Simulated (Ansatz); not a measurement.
# Cl₅HOW: shape, modes and thermochemistry

What shape does Cl₅HOW take? The plan is to relax it, check the end point by its vibrations and derive ideal-gas thermochemistry, and look at its orbitals and charge.

Computed with Ansatz 0.2.0, Gaussian basis. Level: RKS PBE0-D4/def2-TZVP.

The runs, in order: relaxation at PBE0-D4/def2-TZVP; harmonic vibrations at the same level; a single point in def2-TZVPP for the fields.

## (1) The starting structure

SMILES `[OH][W]([Cl])([Cl])([Cl])([Cl])[Cl]`, 8 atoms, charge 0, spin multiplicity 1.

Atoms are counted from 1 here; the program's logs count them from 0.

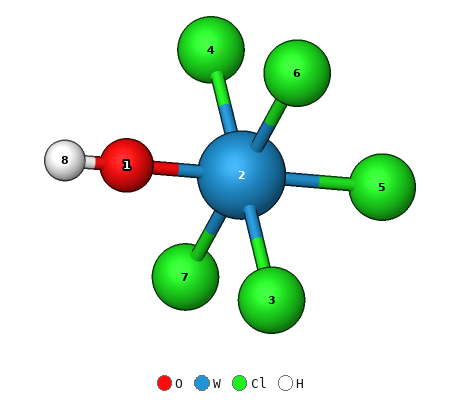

Start geometry, drawn with oxygen red, tungsten blue, chlorine green, hydrogen white; atoms are numbered from 1 in the order of the file.

Coordinates:

```mol
Cl5HOW
  3D, bonds by distance, orders not assigned

  8  7  0  0  0  0  0  0  0  0999 V2000
   -0.5787   -1.1934    0.6945 O   0  0
    0.1140    0.2359   -0.1391 W   0  0
    1.7994    0.3370    1.4552 Cl  0  0
   -1.5764    0.1290   -1.7284 Cl  0  0
    0.9638    1.9849   -1.1557 Cl  0  0
   -1.2044    1.6314    1.1669 Cl  0  0
    1.4300   -1.1646   -1.4431 Cl  0  0
   -0.9476   -1.9602    1.1496 H   0  0
  1  2  8  0
  2  3  8  0
  2  4  8  0
  2  5  8  0
  2  6  8  0
  2  7  8  0
  1  8  8  0
M  END
```

The start is a GFN2-xTB geometry. W takes the def2 core potential; no spin-orbit term is included.

## (2) Geometry optimisation, PBE0-D4/def2-TZVP

Input file in.yaml:

```yaml
crystal:
  periodic: [false, false, false]
  atoms:
    - {symbol: O, position_ang: [-0.578750, -1.193370, 0.694510]}
    - {symbol: W, position_ang: [0.113970, 0.235950, -0.139050]}
    - {symbol: Cl, position_ang: [1.799380, 0.336960, 1.455200]}
    - {symbol: Cl, position_ang: [-1.576380, 0.128990, -1.728400]}
    - {symbol: Cl, position_ang: [0.963810, 1.984930, -1.155720]}
    - {symbol: Cl, position_ang: [-1.204430, 1.631370, 1.166940]}
    - {symbol: Cl, position_ang: [1.429960, -1.164610, -1.443070]}
    - {symbol: H, position_ang: [-0.947550, -1.960240, 1.149580]}
basis:
  gaussian: {orbitals: def2-TZVP}
hamiltonian: {xc: pbe0, dispersion: d4}
relax: {f_tol: 0.005, max_steps: 150}
```

Launch:

```bash
> ansatz run in.yaml --threads 2 --pin off --events-out ev --progress --plain --max-ram 32768MiB --backend cuda --devices 0, --max-vram 18GiB
```

Log (excerpt; [...] marks lines left out):

```text
Functional definition: PBE0
  name "PBE0"
  cite "Adamo & Barone, J. Chem. Phys. 110, 6158 (1999) doi:10.1063/1.478522"
  cite "Perdew, Burke & Ernzerhof, Phys. Rev. Lett. 77, 3865 (1996) doi:10.1103/PhysRevLett.77.3865"
  parent pbe
[...]
1935 factors; their error is unknown
[...]
mean field -66488.64571638 eV, -2443.4126624541 hartree, gradient 4.3e-5 eV, S^2 0.000000; 0 other end points of the search recorded, 0 dependent functions left out
[...]
reference -66488.64575062 eV, -2443.4126637124 hartree; 54, 54 occupied and 208, 208 virtual orbitals, 1935 factors
relax step   1: F+E_penalty+E_count = -66489.06336176 eV  Δ(F+E_penalty+E_count) = +0.000e0 eV  max|allowed force component| = 1.370e0 eV/Å  Δτ_max = 0.0000 Å  (33 SCF iters, accepted)
[...]
relax step  10: F+E_penalty+E_count = -66489.16706996 eV  Δ(F+E_penalty+E_count) = -6.725e-5 eV  max|allowed force component| = 5.141e-2 eV/Å  Δτ_max = 0.0093 Å  (37 SCF iters, accepted)
[...]
relax step  19: F+E_penalty+E_count = -66489.18492995 eV  Δ(F+E_penalty+E_count) = -1.523e-3 eV  max|allowed force component| = 5.832e-1 eV/Å  Δτ_max = 0.0189 Å  (38 SCF iters, accepted)
[...]
relax step  28: F+E_penalty+E_count = -66489.21782447 eV  Δ(F+E_penalty+E_count) = -1.557e-4 eV  max|allowed force component| = 1.503e-1 eV/Å  Δτ_max = 0.0048 Å  (40 SCF iters, accepted)
[...]
relax step  37: F+E_penalty+E_count = -66489.23055617 eV  Δ(F+E_penalty+E_count) = -2.933e-5 eV  max|allowed force component| = 9.820e-3 eV/Å  Δτ_max = 0.0221 Å  (38 SCF iters, accepted)
[...]
relax step  38: F+E_penalty+E_count = -66489.23059884 eV  Δ(F+E_penalty+E_count) = -4.266e-5 eV  max|allowed force component| = 3.631e-3 eV/Å  Δτ_max = 0.0027 Å  (40 SCF iters, accepted)
1935 factors; their error is unknown
[...]
mean field -66488.81390916 eV, -2443.4188434248 hartree, gradient 4.9e-5 eV, S^2 0.000000; 1 other end points of the search recorded, 0 dependent functions left out
[...]
reference -66488.81394281 eV, -2443.4188446617 hartree; 54, 54 occupied and 208, 208 virtual orbitals, 1935 factors
Total energy: -66489.23063249 eV, -2443.4341577249 hartree
Atom 0 at    -0.678970    -1.269522     0.694724 Å, force     0.000191    -0.002843     0.001983 eV/Å
Atom 1 at    -0.004305     0.195520    -0.211854 Å, force    -0.002701     0.003631    -0.002456 eV/Å
Atom 2 at     1.643066     0.146015     1.438262 Å, force     0.001130    -0.000827     0.000268 eV/Å
Atom 3 at    -1.667484     0.143501    -1.767436 Å, force     0.001648    -0.000596     0.002188 eV/Å
Atom 4 at     1.099446     2.005404    -1.071646 Å, force     0.001521     0.001389    -0.001086 eV/Å
Atom 5 at    -1.279236     1.651300     1.028584 Å, force    -0.000289    -0.000836    -0.000911 eV/Å
Atom 6 at     1.259076    -1.140541    -1.591138 Å, force    -0.000076     0.000395     0.000048 eV/Å
Atom 7 at    -0.371582    -1.731695     1.480495 Å, force    -0.001425    -0.000312    -0.000035 eV/Å
Dipole moment:    -0.129665    -0.335324     0.230470 e Å
```

Wall time 1.9 min (1 × H100 (card shared with other runs) with 2 threads of AMD EPYC 7R13, shared host); peak host memory 1 GiB.

Along the way: (not every step is listed) (the energy doesn't fall at every step)

| step | energy from step 1 (eV) | largest force component (eV/Å) |
| --- | --- | --- |
| 1 | 0.0000 | 1.3702 |
| 2 | -0.1021 | 0.0835 |
| 3 | -0.1026 | 0.0511 |
| 4 | -0.1036 | 0.0165 |
| 5 | -0.1036 | 0.0084 |
| 6 | -0.1036 | 0.0050 |
| 7 | -0.1036 | 0.0039 |
| 8 | -0.1036 | 0.0123 |
| 9 | -0.1036 | 0.0350 |
| 11 | -0.1039 | 0.0799 |
| 13 | -0.1052 | 0.2032 |
| 15 | -0.1101 | 0.3184 |
| 17 | -0.1180 | 0.5449 |
| 19 | -0.1216 | 0.5832 |
| 21 | -0.1239 | 0.7202 |
| 23 | -0.1301 | 0.9052 |
| 25 | -0.1387 | 0.8387 |
| 27 | -0.1543 | 0.1454 |
| 29 | -0.1442 | 1.1082 |
| 31 | -0.1577 | 0.4442 |
| 33 | -0.1623 | 0.1232 |
| 34 | -0.1628 | 0.3349 |
| 35 | -0.1669 | 0.0139 |
| 36 | -0.1672 | 0.0293 |
| 37 | -0.1672 | 0.0098 |
| 38 | -0.1672 | 0.0036 |

The force was under the threshold of 0.005 eV/Å already at step 6, but the program went on to step 38.

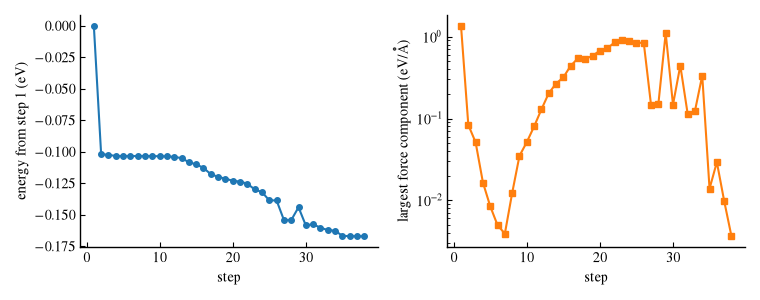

Energy and force, step by step.

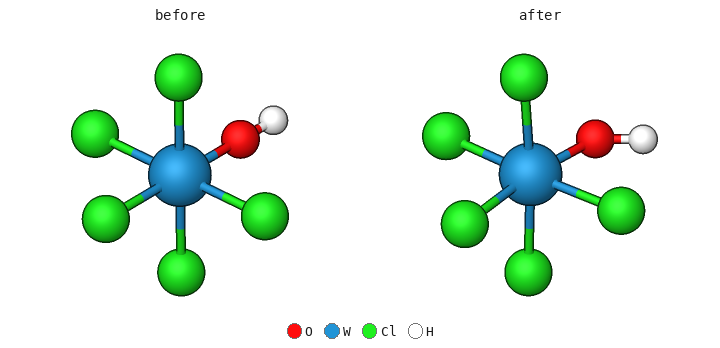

Before and after, at one scale.

Close pairs (by a distance rule), those that changed most:

| bond | before (Å) | after (Å) | change (Å) |
| --- | --- | --- | --- |
| W2–Cl5 | 2.194 | 2.288 | +0.093 |
| O1–W2 | 1.794 | 1.850 | +0.056 |
| W2–Cl4 | 2.323 | 2.278 | -0.045 |
| W2–Cl7 | 2.322 | 2.299 | -0.024 |
| W2–Cl6 | 2.322 | 2.299 | -0.023 |
| W2–Cl3 | 2.322 | 2.332 | +0.010 |
| O1–H8 | 0.965 | 0.962 | -0.003 |

Mulliken charges at the end point, from the run's report:

| atom | value (e) |
| --- | --- |
| O1 | -0.48 |
| W2 | 1.16 |
| Cl3 | -0.26 |
| Cl4 | -0.19 |
| Cl5 | -0.18 |
| Cl6 | -0.21 |
| Cl7 | -0.21 |
| H8 | 0.37 |

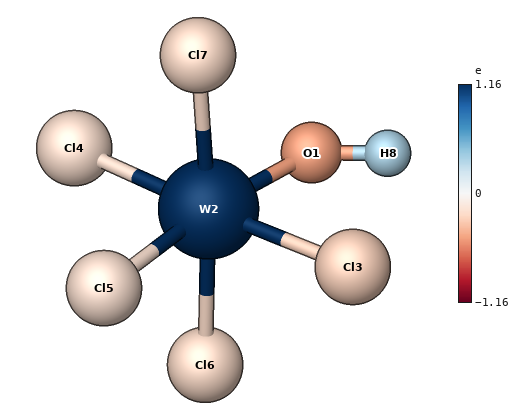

Mulliken charges at the end point, from the run's report, as colours on the atoms.

## (3) Force constants and modes

Input file in.yaml:

```yaml
crystal:
  periodic: [false, false, false]
  atoms:
    - {symbol: O, position_ang: [-0.678970, -1.269522, 0.694724]}
    - {symbol: W, position_ang: [-0.004305, 0.195520, -0.211854]}
    - {symbol: Cl, position_ang: [1.643066, 0.146015, 1.438262]}
    - {symbol: Cl, position_ang: [-1.667484, 0.143501, -1.767436]}
    - {symbol: Cl, position_ang: [1.099446, 2.005404, -1.071646]}
    - {symbol: Cl, position_ang: [-1.279236, 1.651300, 1.028584]}
    - {symbol: Cl, position_ang: [1.259076, -1.140541, -1.591138]}
    - {symbol: H, position_ang: [-0.371582, -1.731695, 1.480495]}
basis:
  gaussian: {orbitals: def2-TZVP}
hamiltonian: {xc: pbe0, dispersion: d4}
phonons: {temperatures: {t_min: 298.15, t_max: 900, t_step: 200}}
```

Same command.

Log (excerpt; [...] marks lines left out):

```text
Functional definition: PBE0
  name "PBE0"
  cite "Adamo & Barone, J. Chem. Phys. 110, 6158 (1999) doi:10.1063/1.478522"
  cite "Perdew, Burke & Ernzerhof, Phys. Rev. Lett. 77, 3865 (1996) doi:10.1103/PhysRevLett.77.3865"
  parent pbe
[...]
1935 factors; their error is unknown
[...]
mean field -66488.81396646 eV, -2443.4188455305 hartree, gradient 3.6e-5 eV, S^2 0.000000; 0 other end points of the search recorded, 0 dependent functions left out
[...]
reference -66488.81400014 eV, -2443.4188467684 hartree; 54, 54 occupied and 208, 208 virtual orbitals, 1935 factors
[...]
1935 factors; their error is unknown
mean field -66488.81390434 eV, -2443.4188432476 hartree, gradient 2.7e-6 eV, S^2 0.000000; 0 other end points of the search recorded, 0 dependent functions left out
[...]
reference -66488.81393802 eV, -2443.4188444855 hartree; 54, 54 occupied and 208, 208 virtual orbitals, 1935 factors
[...]
Atom 0 at    -0.678970    -1.269522     0.694724 Å, force     0.000439    -0.002618     0.001986 eV/Å
Atom 1 at    -0.004305     0.195520    -0.211854 Å, force    -0.003449     0.002658    -0.002158 eV/Å
Atom 2 at     1.643066     0.146015     1.438262 Å, force     0.001388    -0.000440     0.000107 eV/Å
Atom 3 at    -1.667484     0.143501    -1.767436 Å, force     0.001858    -0.000128     0.001881 eV/Å
Atom 4 at     1.099446     2.005404    -1.071646 Å, force     0.001526     0.001255    -0.000912 eV/Å
Atom 5 at    -1.279236     1.651300     1.028584 Å, force    -0.000279    -0.000836    -0.000949 eV/Å
Atom 6 at     1.259076    -1.140541    -1.591138 Å, force    -0.000108     0.000415     0.000043 eV/Å
Atom 7 at    -0.371582    -1.731695     1.480495 Å, force    -0.001374    -0.000305     0.000001 eV/Å
Dipole moment:    -0.129674    -0.335338     0.230476 e Å
Vibrations: 83.44 87.26 91.38 148.62 162.11 173.20 199.23 220.00 249.92 327.57 342.42 358.44 374.50 394.89 406.80 557.88 747.66 3865.07 cm⁻¹, zero-point energy 0.544935 eV
```

It took 3.7 min on 1 × H100 (card shared with other runs) with 2 threads of AMD EPYC 7R13, shared host; peak host memory 1 GiB.

Motions are named by where the mode's potential energy lies. Wavenumbers, unscaled:

| mode | cm⁻¹ | motion |
| --- | --- | --- |
| 1 | 83 | bend |
| 2 | 87 | bend |
| 3 | 91 | bend |
| 4 | 149 | bend |
| 5 | 162 | bend |
| 6 | 173 | bend |
| 7 | 199 | bend |
| 8 | 220 | bend |
| 9 | 250 | bend |
| 10 | 328 | W–Cl stretch |
| 11 | 342 | W–Cl stretch |
| 12 | 358 | W–Cl stretch |
| 13 | 374 | W–Cl stretch |
| 14 | 395 | torsion with W–Cl stretch |
| 15 | 407 | W–Cl stretch |
| 16 | 558 | bend |
| 17 | 748 | W–O stretch |
| 18 | 3865 | O–H stretch |

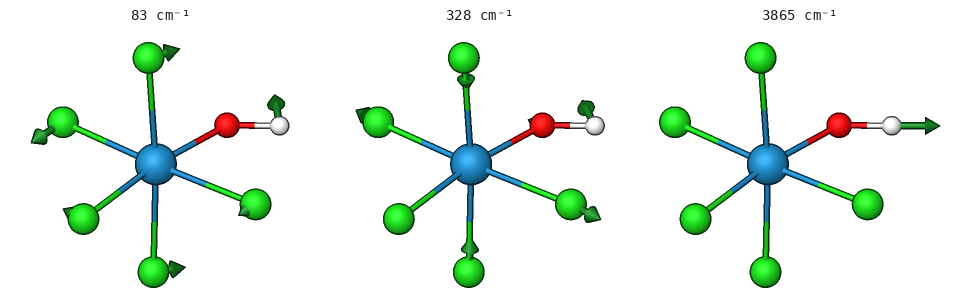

Displacements of 3 modes, as arrows.

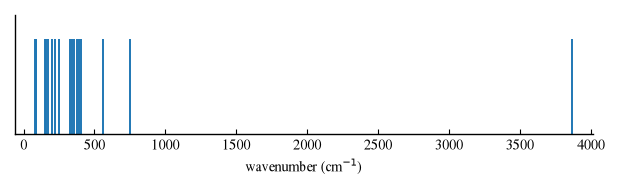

The harmonic wavenumbers as sticks (no intensities were computed).

Ideal gas, rigid rotor and harmonic oscillator at 298.15 K and 1 bar, with symmetry number 1:

| term | value |
| --- | --- |
| zero-point energy | 12.6 kcal/mol |
| H(298) − E | 20.0 kcal/mol |
| entropy, translation | 182.9 J/(mol K) |
| entropy, rotation | 129.5 J/(mol K) |
| entropy, vibration | 133.8 J/(mol K) |
| entropy, total | 446.1 J/(mol K) |

## (4) A single point for the fields

Changes to in.yaml since step 3:

```diff
@@ -12,4 +12,4 @@
 basis:
-  gaussian: {orbitals: def2-TZVP}
+  gaussian: {orbitals: def2-TZVPP}
 hamiltonian: {xc: pbe0, dispersion: d4}
-phonons: {temperatures: {t_min: 298.15, t_max: 900, t_step: 200}}
+output: {orbitals: {seedname: orbitals}}
```

The command is unchanged.

Log:

```text
Functional definition: PBE0
  name "PBE0"
  cite "Adamo & Barone, J. Chem. Phys. 110, 6158 (1999) doi:10.1063/1.478522"
  cite "Perdew, Burke & Ernzerhof, Phys. Rev. Lett. 77, 3865 (1996) doi:10.1103/PhysRevLett.77.3865"
  parent pbe
  parameter a = 0.25
  parameter kappa = 0.804
  parameter beta = 0.06672455060314922
  exchange = (1 - a)*pbe_x(kappa = kappa, mu = beta*pi^2/3) + a*exact_x
  correlation = pbe_c(beta = beta)
2235 factors; their error is unknown
mean field evaluation 1: about -66479.7716 eV, gradient 7.0e1 eV
mean field evaluation 2: about -66316.4628 eV, gradient 2.8e2 eV
mean field evaluation 4: about -66487.3292 eV, gradient 2.6e1 eV
mean field evaluation 8: about -66488.8593 eV, gradient 1.8e-1 eV
mean field evaluation 16: about -66489.0311 eV, gradient 3.4e-4 eV
mean field -66489.03109896 eV, -2443.4268250029 hartree, gradient 4.1e-5 eV, S^2 0.000000; 0 other end points of the search recorded, 0 dependent functions left out
reference -66489.03113309 eV, -2443.4268262571 hartree; 54, 54 occupied and 257, 257 virtual orbitals, 2235 factors
Total energy: -66489.44782274 eV, -2443.4421393192 hartree
```

Run time: 15 s. Hardware: 1 × H100 (card shared with other runs) with 2 threads of AMD EPYC 7R13, shared host; peak host memory 0.87 GiB.

The fields below are evaluated on a grid from the run's orbitals.

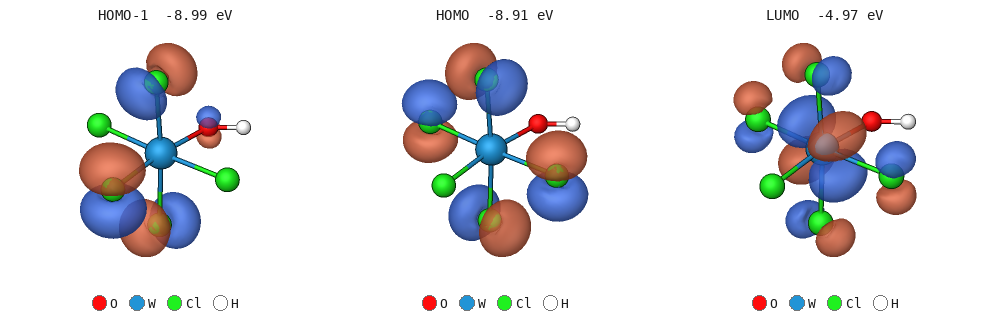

PBE0-D4/def2-TZVPP orbitals near the gap, drawn at the value that encloses 70 % of each; the two colours are the two signs.

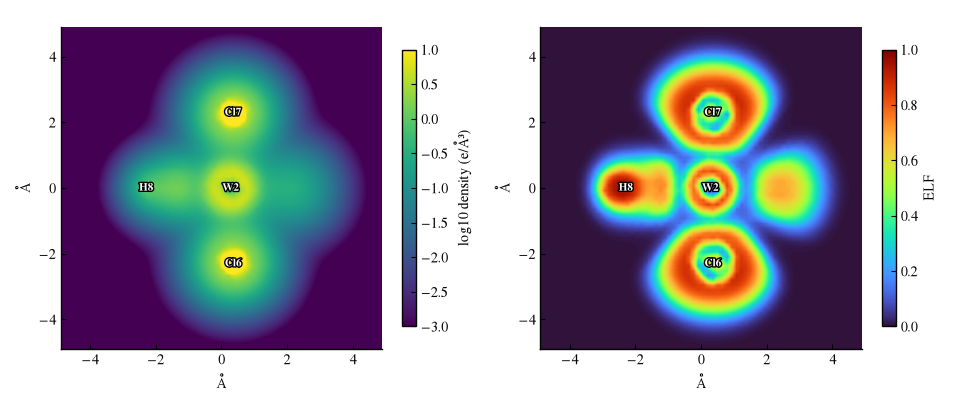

Density (left) and ELF (right) in a plane through or near 4 of the atoms.

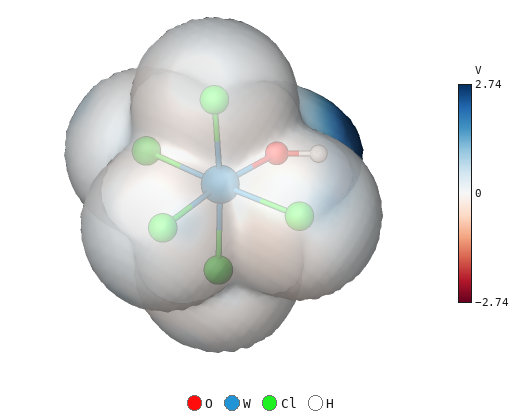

The potential that a unit positive charge feels on the 0.002 e/bohr³ surface, from the 1st to the 99th percentile, from -0.27 V near Cl3 to 2.74 V near H8.

## (5) Summary of results

| quantity | value |
| --- | --- |
| point group | Cs |
| steps | 38 |
| shift from the start (rms) | 0.289 Å |
| total energy | -66489.2306 eV |
| dispersion term | -417 meV |
| dipole moment | 2.05 D |
| lowest, highest wavenumber | 83, 3865 cm⁻¹ |
| zero-point energy | 12.6 kcal/mol |
| entropy at 298.15 K | 446.1 J/(mol K) |
| HOMO, LUMO | -8.91, -4.97 eV |

In words: The relaxed geometry lies 0.29 Å (rms) from the start; the bond that changed most is W2–Cl5, from 2.194 to 2.288 Å. No mode is imaginary: a true minimum at this level. The stiffest mode, 3865 cm⁻¹, is an O–H stretch, and 7 modes under 200 cm⁻¹ make the vibrational entropy uncertain. Harmonic hybrid wavenumbers usually lie a few per cent above measured fundamentals. The largest Mulliken charge, +1.16 e, sits on W2. The HOMO lies mostly on Cl3, Cl6, Cl7 about 26 % each; Cl4 20 % and the LUMO on W2 60 %; 4 Cl atoms about 10 % each.
